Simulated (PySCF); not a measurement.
SMILES F[Si](/C=C/[SiH2]Cl)(F)F at its PBE0/def2-SVP optimised geometry (Å):

```
12

Si    -2.5602    -1.9505     3.8704
F     -2.1415    -1.2493     5.2488
F     -1.9508    -3.4329     3.8721
F     -4.1572    -2.0777     3.8905
C     -1.9489    -1.0250     2.4061
C     -1.1365    -1.5995     1.5002
Si    -0.4769    -0.6946     0.0000
Cl    -1.1076    -1.6724    -1.7112
H     -2.2598     0.0205     2.2739
H     -0.8415    -2.6481     1.6464
H      1.0122    -0.6946     0.0000
H     -1.0122     0.6946     0.0000
```

Computed with PySCF 2.14.0 with PBE0/def2-TZVP.

Map of the Laplacian of the electron density (e/bohr⁵) on the plane z = 0.8 Å:

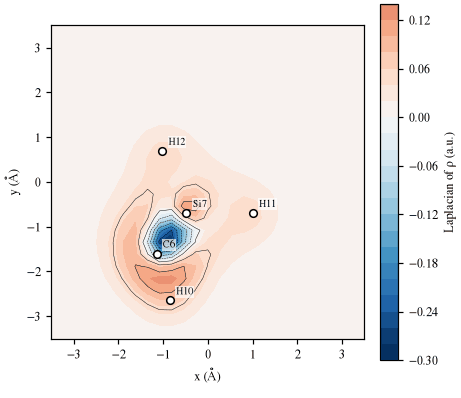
*Laplacian of the electron density (e/bohr⁵) on the plane z = 0.8 Å.*
